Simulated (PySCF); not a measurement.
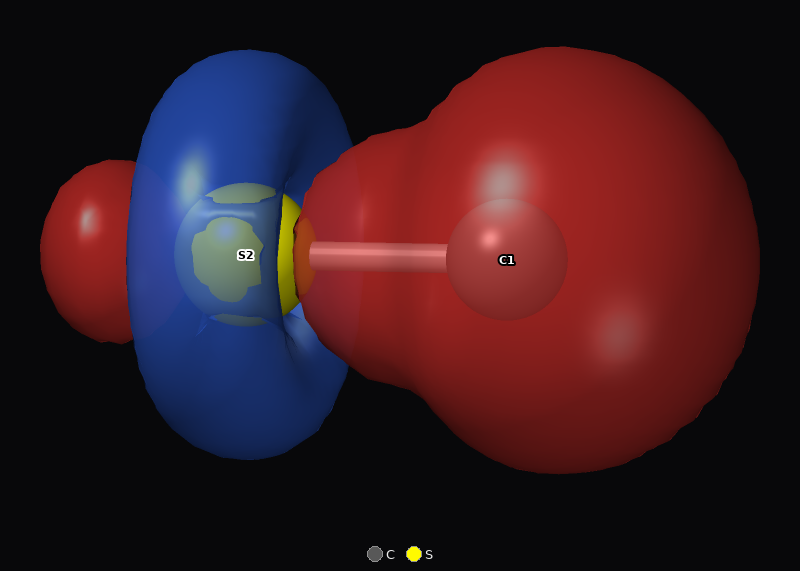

*CS (charge +1, doublet). Isosurfaces of the spin density (α minus β) at +0.03 (red) and −0.03 e/Å³ (blue), seen from one side.*

⟨S²⟩ = 0.81, above the pure value of 0.75.

Level of theory: PBE0/aug-pcseg-1, non-relativistic, at a bond length of 1.495 Å (PySCF).

### Which atoms carry the spin?

The unpaired spin (1 electron) lies mostly on C1 (about 1.1), in electrons by Hirshfeld's partition, with opposite, polarisation-induced spin on S2.
